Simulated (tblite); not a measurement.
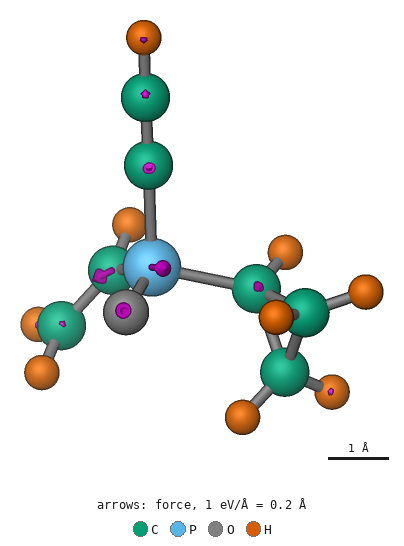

Starting geometry of C$_{7}$H$_{9}$OP with the computed forces as purple arrows. Style: ball-and-stick. Shown at a tilt.

Theory: GFN2-xTB geometry optimisation, gas phase in tblite 0.8.0. 

Is this structure relaxed? If not, where do the atoms go?

Answer. It isn't relaxed: the largest force vector, on the P atom, is 5.86 eV/Å. The final displacements have little in common with the starting forces (cosine between the two patterns 0.24). The largest move after the best rigid fit is that of the O atom, 0.34 Å. By element the largest moves are O 0.34 Å, H 0.32 Å, C 0.14 Å, P 0.09 Å. Among the contacts that change: C–P 1.726 → 1.813 Å, O–P 1.510 → 1.464 Å, C–P 1.813 → 1.780 Å, C–C 1.341 → 1.322 Å. Among the angles between lasting bonds that change: O–P–C 128.6° → 115.0°, C–P–O 103.0° → 114.5°, O–P–C 104.9° → 114.8°. After 77 geometry steps the energy has fallen by 0.555 eV.
